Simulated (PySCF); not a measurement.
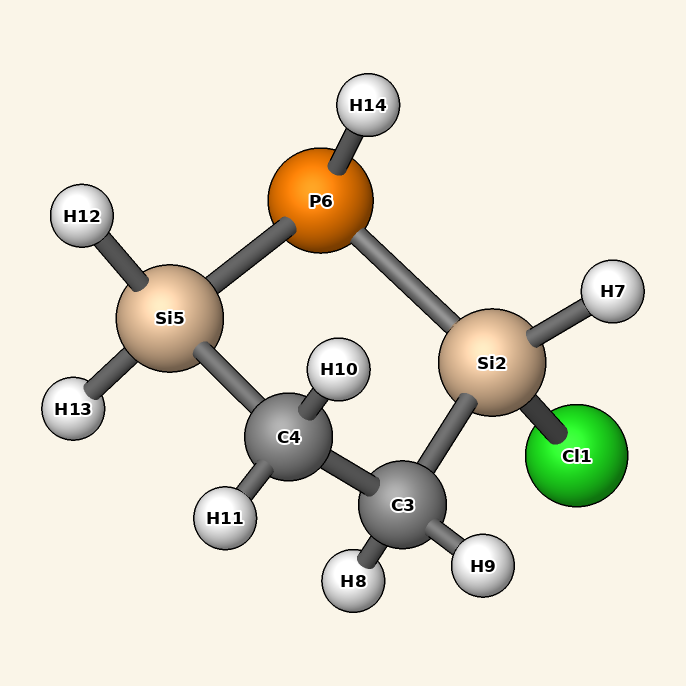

The thickness of each stick grows with its Mayer bond order. The geometry was computed by an optimisation with PBE0-D3(BJ)/def2-SVP. No frequency run is at hand to confirm it as a minimum. Computed with PBE0/def2-SVP (PySCF 2.14.0).

List the Mayer bond orders of Cl1–Si2, Si2–C3, Si2–P6, Si2–H7, C3–C4, C3–H8, C3–H9, C4–Si5, C4–H10, C4–H11, Si5–P6, Si5–H12, Si5–H13, P6–H14.

```tsv
bond	Mayer order	length (Å)
Cl1–Si2	1.07	2.074
Si2–C3	0.96	1.890
Si2–P6	0.98	2.270
Si2–H7	0.93	1.492
C3–C4	1.02	1.534
C3–H8	0.93	1.105
C3–H9	0.93	1.103
C4–Si5	0.95	1.898
C4–H10	0.94	1.104
C4–H11	0.93	1.103
Si5–P6	0.98	2.278
Si5–H12	0.95	1.494
Si5–H13	0.96	1.495
P6–H14	0.90	1.431
```
